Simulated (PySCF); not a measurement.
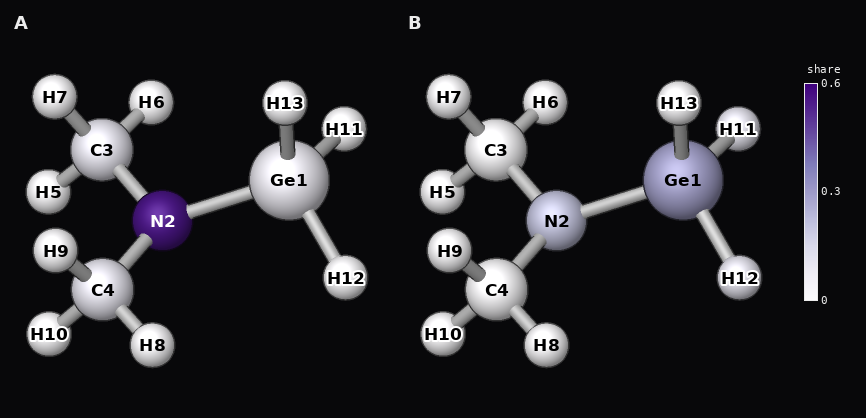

Each panel colours the atoms by their Löwdin share in one orbital (up to four of the largest shares; other atoms are shown as zero). Computed geometry: PBE0-D3(BJ)/def2-SVP optimisation. No frequency run is at hand to confirm it as a minimum. Level of theory: CAM-B3LYP/def2-SVPD (PySCF 2.14.0).

**The panels show the HOMO−1, HOMO, in some order. Which is which?**

A: HOMO, −7.51 eV; N2 0.56, C3 0.09, C4 0.09, Ge1 0.07
B: HOMO−1, −10.74 eV; Ge1 0.28, N2 0.20, H11 0.10, H12 0.09
